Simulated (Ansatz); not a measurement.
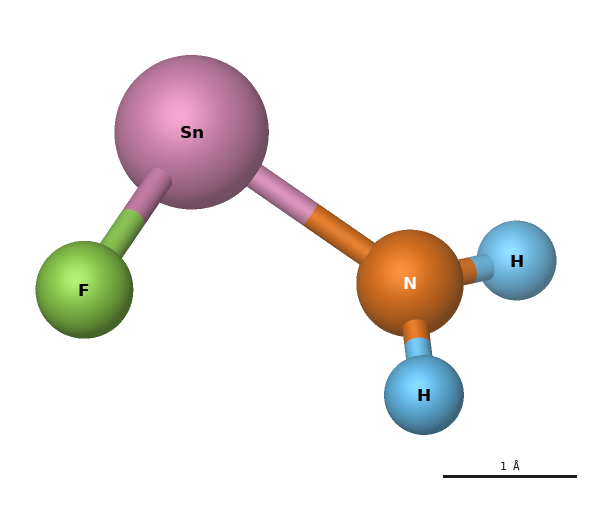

Ball-and-stick drawing of a structure.

Computed geometry: PBE0-D4/def2-TZVP optimisation.

Describe the molecule.

Formula FH₂NSn. SMILES: `[NH2][Sn][F]`. This geometry has Cs symmetry. All atoms lie on one plane. Coordination: 1 N trigonal planar; 1 Sn bent.

The parts below concern this one geometry. Atoms keep their numbers from picture to picture.

## Geometry

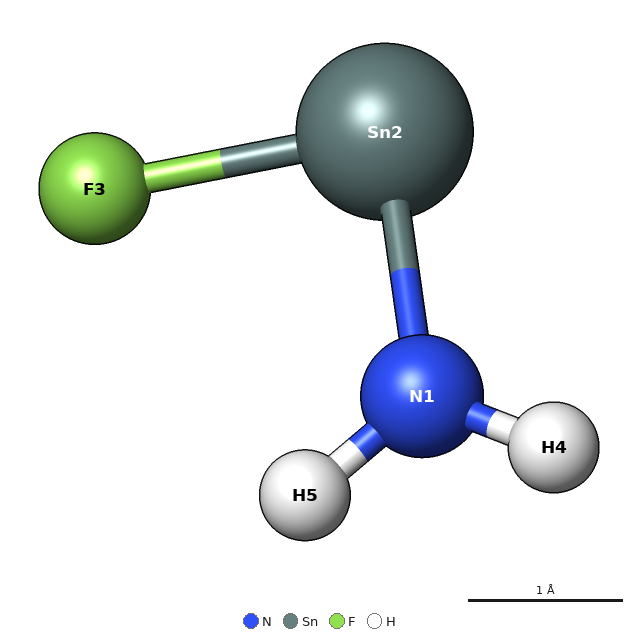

List the bonds and their lengths.

| bond | length (Å) |
| --- | --- |
| N1–Sn2 | 2.003 |
| N1–H4 | 1.008 |
| N1–H5 | 1.010 |
| Sn2–F3 | 1.951 |

## Electronic properties

Method: RKS ωB97M-V/def2-TZVPP, core potentials on Sn (Ansatz 0.2.0).

Computed properties:

- dipole moment: 2.92 D
- HOMO energy (Kohn–Sham orbital): −9.85 eV
- LUMO energy (Kohn–Sham orbital): −0.14 eV
- HOMO–LUMO gap: 9.71 eV
- vertical ionisation energy: 9.81 eV

## Charges

The questions are on Mulliken charges. Properties computed with RKS PBE-D4/def2-TZVPP, core potentials on Sn (Ansatz 0.2.0).

Which atom carries the highest charge (most positive or least negative)?

Answer. Sn2 (0.69 e).

And the lowest?

Answer. N1 (−0.54 e).

Give the Mulliken charges atom by atom.

```csv
atom,value (e)
N1,−0.54
Sn2,0.69
F3,−0.47
H4,0.15
H5,0.17
```

## Thermal motion

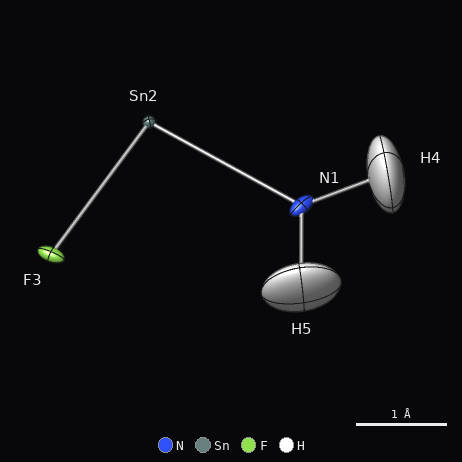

Displacement ellipsoids at the 50 % level, enlarged 1.5 times, from the internal vibrations of the free molecule (harmonic, no overall translation or rotation; no half-axis is drawn under 0.075 Å). Vibrations computed with RKS PBE0-D4/def2-TZVP, core potentials on Sn (Ansatz 0.2.0). Temperature: 298 K.

Give the displacement parameters, one line for each set of equivalent atoms.

```json
{"atom": "N1", "U_eq (Å²)": "0.0025", "rms amplitudes (Å)": "0.030, 0.041, 0.070"}
{"atom": "Sn2", "U_eq (Å²)": "0.00008", "rms amplitudes (Å)": "0.001, 0.006, 0.014"}
{"atom": "F3", "U_eq (Å²)": "0.0022", "rms amplitudes (Å)": "0.007, 0.039, 0.070"}
{"atom": "H4", "U_eq (Å²)": "0.0317", "rms amplitudes (Å)": "0.089, 0.181, 0.234"}
{"atom": "H5", "U_eq (Å²)": "0.0299", "rms amplitudes (Å)": "0.082, 0.194, 0.212"}
```

Mulliken values depend strongly on the basis set and can even reverse the polarity of a bond.
